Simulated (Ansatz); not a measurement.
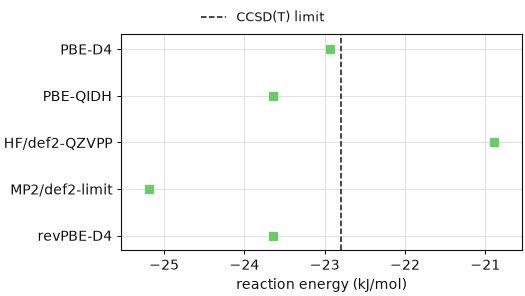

Electronic reaction energy of HfHOBrF₂ ([OH][Hf]([F])([F])[Br]) + HCl (Cl) → HfBrClF₂ ([F][Hf]([F])([Cl])[Br]) + H₂O (O) (SMILES in brackets) at several levels (functionals in def2-TZVPP unless a basis is named), isolated molecules at PBE0-D4 triple-zeta geometries, minima by their frequencies, no zero-point or thermal terms, the Ansatz code 0.2.0. The line is frozen-core CCSD(T) at the basis limit (MP2 extrapolated from triple and quadruple zeta, plus CCSD(T) less MP2 in a smaller set). PBE-QIDH holds a correlation term that converges slowly with the basis, so part of the distance to the limit is basis error. No dispersion term is added to PBE-QIDH. Core potentials past Kr.

What range do the values span, the line included?

From −25.2 kJ/mol (MP2/def2-limit) to −20.9 kJ/mol (HF/def2-QZVPP).

What do zero-point energy and temperature add?

Zero-point change 9.3 kJ/mol; at 298.15 K and 1 bar the CCSD(T) limit plus thermal terms gives an enthalpy of reaction of −13.9 and a free energy of −13.4 kJ/mol (harmonic PBE0-D4 modes, ideal gas).

Known limits of this run: no scalar relativity up to krypton; outer-core shells are correlated without core-valence functions, which makes the correlated values less sure; spin-orbit coupling is left out, and with Hf it can shift these values.
